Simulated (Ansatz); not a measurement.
# TlS4Br (built on the sites of a database entry of TlClO4): following an unstable mode, part 3 of 3

Which phase does TlS4Br (built on the sites of a database entry of TlClO4) fall into along its unstable mode, and how much energy does it gain?

Ansatz 0.2.0; DFT PBEsol, scalar-relativistic, plane waves, PAW.

So far. Step 4 (The mode frozen in, largest atomic shift 0.32 Å): The run ends at a pressure of 2.01 GPa, with forces up to 1.2 eV/Å. Step 5 (Energy along the mode, all amplitudes (two of the runs …): The lowest of the steps tried is at 0.32 Å, 156 meV/atom below the parent; the bottom of the well need not coincide with a step.

The structure was built from a prototype and need not be the compound's stable phase.

## (6) Relaxing from the distorted cell (continued)

The steps of the relaxation (22 of 36):

```tsv
step	energy less that of the first step (eV)	largest force component (eV/Å)	pressure (GPa)	volume (Å³)
1	0.0000	1.1545	2.01	409.66
3	-1.4474	0.4170	-0.02	453.87
4	-1.8039	0.2563	-0.43	458.62
6	-2.7800	0.7890	-0.88	444.75
8	-4.8498	1.2735	-1.57	426.27
9	-5.3538	0.9128	0.87	412.98
11	-5.6109	0.4153	-0.20	413.34
13	-5.9455	0.3772	0.34	402.34
14	-6.1232	0.1054	-0.03	393.62
16	-6.2840	0.0933	-0.33	383.11
18	-6.3797	0.1631	-0.03	367.74
19	-6.3675	0.3179	0.20	362.54
21	-6.4097	0.0561	0.11	370.59
23	-6.3563	0.6575	0.31	379.25
24	-6.4256	0.0463	0.02	381.39
26	-6.4292	0.0402	0.04	383.66
28	-6.4316	0.0153	0.00	384.56
29	-6.4320	0.0185	0.01	384.12
31	-6.4322	0.0066	-0.01	383.70
33	-6.4323	0.0037	0.00	383.61
34	-6.4323	0.0021	0.00	383.61
36*	-6.4338	0.0013	0.01	383.60
```

Relaxation steps marked * repeat the geometry before them on a plane-wave basis chosen anew for their cell, so energy and pressure can jump there. Other such steps can lie between the rows shown. Relaxation steps 19, 23 were tried and not accepted.

Forces are held to the 4 operations that the run works with; a distortion that breaks them can't arise in this run.

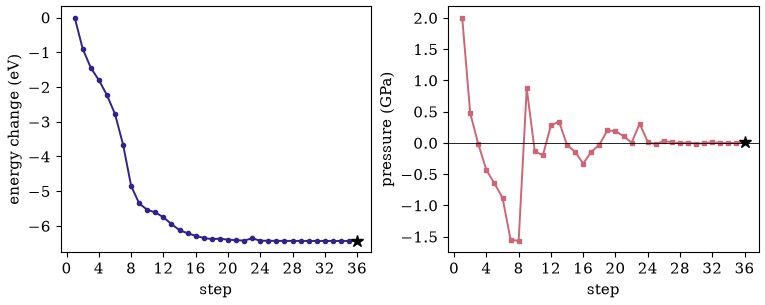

Energy and pressure along the relaxation. Stars mark steps on a basis chosen anew.

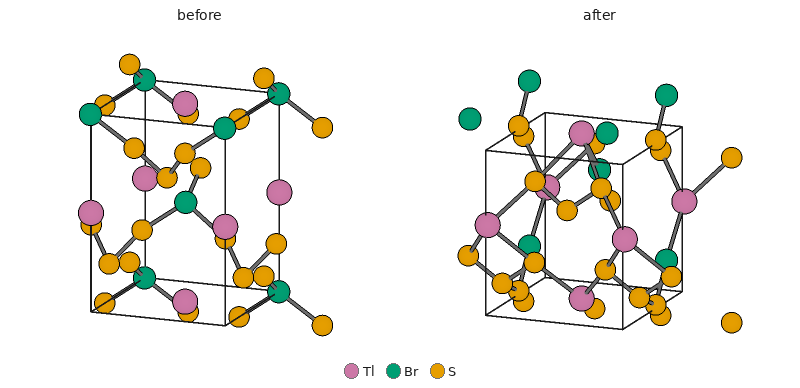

Before and after, at one scale. Bonds to atoms that aren't drawn are left out.

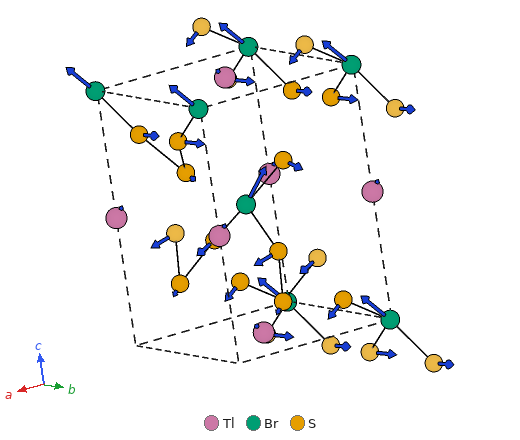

Displacements in the relaxation, scaled, measured against the changing cell; the longest in the cell stands for 2.68 Å. Some periodic images of atoms are drawn too.

```tsv
cell as run	before	after	change
a (Å)	6.617	7.279	+10.0 %
b (Å)	6.617	6.756	+2.1 %
c (Å)	9.357	7.800	-16.6 %
volume (Å³/atom)	34.14	31.97	-6.4 %
```

The atoms that moved most (Å, as changes of fractional coordinates times the final cell):

```tsv
atom	dx	dy	dz	length
Br4	1.954	-1.298	-1.298	2.681
Br3	1.954	1.298	1.298	2.681
S9	-0.503	1.322	0.830	1.640
S10	-0.503	-0.830	-1.322	1.640
S12	-0.503	-1.322	-0.830	1.640
S11	-0.503	0.830	1.322	1.640
S8	-0.817	-0.816	-0.816	1.414
S5	-0.817	0.816	0.816	1.414
```

Final coordinates:

```xyz
12
Lattice="0.0000 -5.1468 -5.1468 0.0000 4.7774 -4.7774 7.8004 0.0000 0.0000" Properties=species:S:1:pos:R:3 pbc="T T T"
Tl    0.3019   -0.3697   -5.1471
Tl    4.2021    0.1850    0.1850
Br    5.8542    1.1686   -3.6089
Br    1.9540   -1.7226  -11.2774
S     4.0674    2.0985   -2.6790
S     1.0044   -3.6942   -3.6942
S     4.9046   -1.6373   -6.4147
S     0.1672   -2.2831   -2.2831
S     6.0867    4.7507   -2.3286
S     2.1865   -2.6335   -4.9354
S     6.0867    2.4488   -0.0267
S     2.1865   -0.1579   -7.4109
```

Numbers from this step:

| Property | Result |
| --- | --- |
| pressure | 0.009257 GPa |
| volume per atom | 31.97 Å³ |
| gap on the k-mesh | 0.9788 eV |

The distorted start has space group Pmn2_1; the relaxation ends in Pmn2_1.

## (7) What came out

- unstable mode of the parent: q = (0, -0.5, -0.5), 310i cm⁻¹
- depth at the lowest point sampled: 156 meV/atom
- largest atomic shift at that point: 0.32 Å
- space group reached (within 0.01 Å): Pmn2_1
- energy gained over the parent (first relaxation, on the mesh of the frozen mode): 692 meV/atom
- volume per atom, phase reached: 32.0 Å³
- gap on the k-mesh, phase reached: 0.979 eV

In words: From this start the structure relaxes into Pmn2_1, 692 meV/atom below the parent. At the parent's cell the well is 156.3 meV/atom deep on the steps tried, with its lowest point at a shift of 0.32 Å. Relaxing atoms and cell changes the gain by +535.93 meV/atom against the lowest step (energies at zero smearing). Most of the total comes from this relaxation. The frozen pattern makes up only 12 % of the final shifts of the atoms, so other modes or strain give most of the change. The modes of the phase reached were not computed on this path. Of the 3 patterns followed to their end from this parent, this one ends 102 meV/atom above the lowest, C222_1. Each path keeps the symmetry of its pattern, so a lower phase may lie along a pattern not tried. With no gap, or one that is small against the smearing, the frequencies hang on the k mesh and the smearing, most of all near Kohn anomalies. A semilocal functional can close a gap that the real compound would have, so the metallic treatment may be an artefact of the level. Spin-orbit coupling is left out, which can matter for the heavy elements here. A phonon run warned that its eigensolver left some bands unconverged in a pass. The starting cell was built on a prototype and not taken from a measurement, so the phase need not exist.

[Logs are printed without paths, hosts, clocks, repeated set-up lines and the standing remarks that a program may print on its own settings, such as how far it seeks lower states.]

[Hosts, paths, dates, database ids (printed as entryN), source tags and the programs' standing remarks are cut or masked in the printed files.]
